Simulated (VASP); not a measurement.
Band structure of InP (zinc blende). These are TPSS meta-GGA, VASP's PBE PAW potentials (set 64) (plane waves; VASP) values and carry that method's errors.

Unless said otherwise, spin-orbit coupling is left out, though it shifts the bands of the heavy elements here.

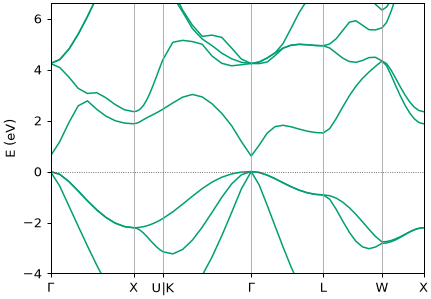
Bands along high-symmetry lines, zero at the valence-band maximum or, without a gap, the Fermi level

### Question
Read the plot: is there a gap, and where are the band edges?

### Answer
The gap is direct, 0.61 eV, from the valence maximum at Γ to the conduction minimum at Γ.

Measured: gap 1.47 eV (computed value off by -0.86 eV), as given by Wei Chen et al., Physical Review Materials (2018), doi:10.1103/physrevmaterials.2.073803 [zero-point renormalisation of 0.05 eV added back (the table's ZPR column)].

The compound is InP in the zinc blende structure. It was relaxed first.
